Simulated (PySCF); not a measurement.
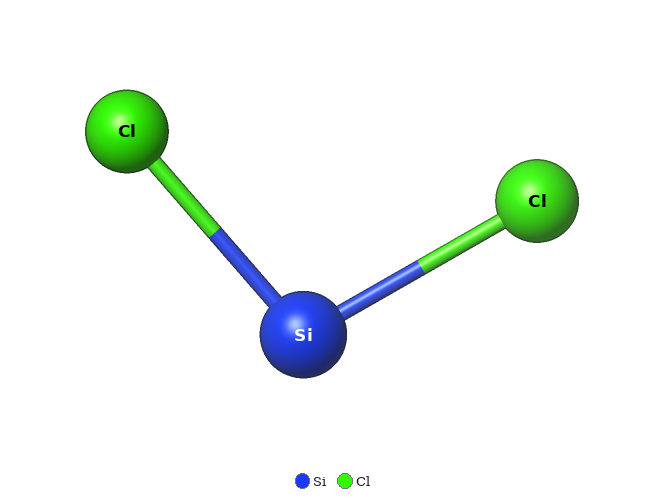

All atoms lie in one plane, which faces the viewer. The geometry was computed by an optimisation with PBE0-D4/def2-TZVP. No frequency run is at hand to confirm it as a minimum.

### List the symmetry elements and name the point group.

It has 1 C2 axis and 2 mirror planes, so the point group is C2v. The group has 4 operations. The geometry is achiral, and symmetry allows a dipole moment.
